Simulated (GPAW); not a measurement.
# Surface energy and work function of Cu(111) from slabs of 3 to 12 layers (RPBE)

How do energy and work function of Cu(111) films settle with thickness, and what surface energy follows?

Set-up. GPAW 26.7.0, plane waves at 450 eV with PAW setups; symmetric 1×1 slabs cut at the tabulated lattice constant (two decimals; low-temperature values for the alkali metals), atoms at bulk places, 7.5 Å of vacuum on each side, one in-plane mesh for all thicknesses, Fermi-Dirac smearing of 0.1 eV. Energies are extrapolated to zero smearing and count from the program's reference atoms. Functional RPBE. The cell's area is 5.643 Å².

The runs, one held back:

| layers | energy (eV) | work function (eV) |
| --- | --- | --- |
| 3 | −8.6379 | 4.60 |
| 4 | −11.7544 | 4.61 |
| 5 | −14.8777 | 4.62 |
| 6 | −18.0076 | 4.62 |
| 7 | −21.1234 | 4.62 |
| 8 | −24.2541 | 4.62 |
| 9 | −27.3671 | 4.62 |
| 10 | −30.4983 | 4.62 |
| 11 | −33.6150 | 4.63 |
| 12 | ? | ? |

**Question.** What surface energy do these runs give, and what energy and work function should the 12-layer slab have?

A: A slab of n layers has E(n) = nε + 2Aγ once its middle is bulk-like. A line through n = 6 to 11 has the slope ε = −3.1221 eV a layer and the intercept 2Aγ = 0.7272 eV (r.m.s. residual 3.7 meV). So γ = 0.7272 / (2 × 5.643 Å²) = 0.0644 eV/Å² = 1.03 J/m², with a standard error of about 0.01 J/m² from the scatter about the line. For 12 layers: 0.7272 + 12 × (−3.1221) = −36.738 eV; the run gives −36.740 eV, 1.8 meV under the line. The work function has no such law: from 6 to 11 layers it moves between 4.62 and 4.63 eV (mean 4.62), and the 12-layer slab gives 4.62 eV. The thinnest slab, 3 layers, lies −0.02 eV from that mean. The measured value for this face is 4.90 eV (“Anisotropic work function of elemental crystals” (2019, arxiv:1902.07811)); the unrelaxed 12-layer slab lies 0.28 eV under it.

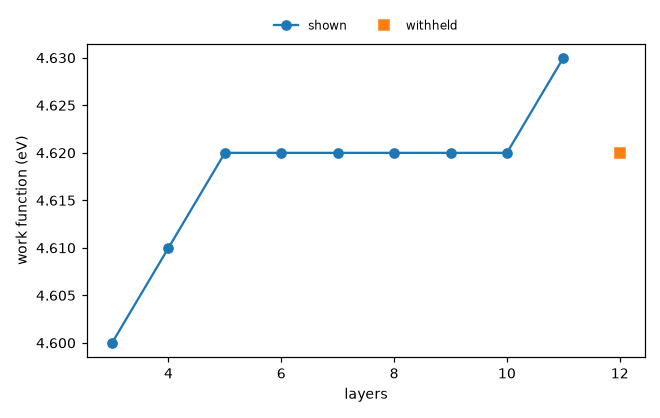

Work function against thickness.

Caveats: The surfaces are unrelaxed, so γ is an upper bound for this functional and lattice constant. The tabulated lattice constant isn't the functional's own, which strains the slab a little.
